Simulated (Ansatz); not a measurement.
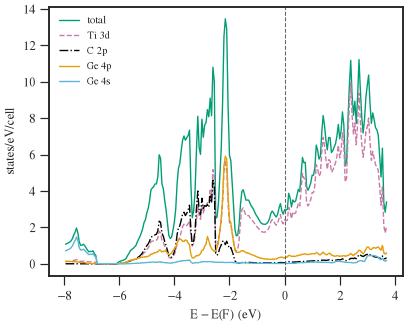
*Total and projected density of states of Ti2GeC in space group P6_3/mmc (No. 194; Ti on 4f, Ge on 2d, C on 2a), plane-wave PAW PBEsol (Ansatz code)*

Which orbitals carry the states next to the Fermi level?

Within 0.5 eV of the Fermi level: Ti 3d 81 %, Ge 4p 11 %. Projections are on Löwdin-orthogonalised atomic valence shells; empty p or d shells of many metals are not among them.

Where is the tallest occupied peak in this window, and what makes it?

Near -2.1 eV, about 13 states/eV per cell; the largest projected share is Ge 4p.

The workflow started from a Materials Project entry (that database holds measured and hypothetical structures alike); the Crystallography Open Database copy checked does not list it. Whether it is the stable phase at ambient conditions was not checked. Symmetry was held in the PBEsol relaxation; of distortions, only those at the zone centre were tested. No spin polarisation was allowed. Spin–orbit coupling is left out wherever it is not named.

Potentials: the later of the program's two PAW sets.
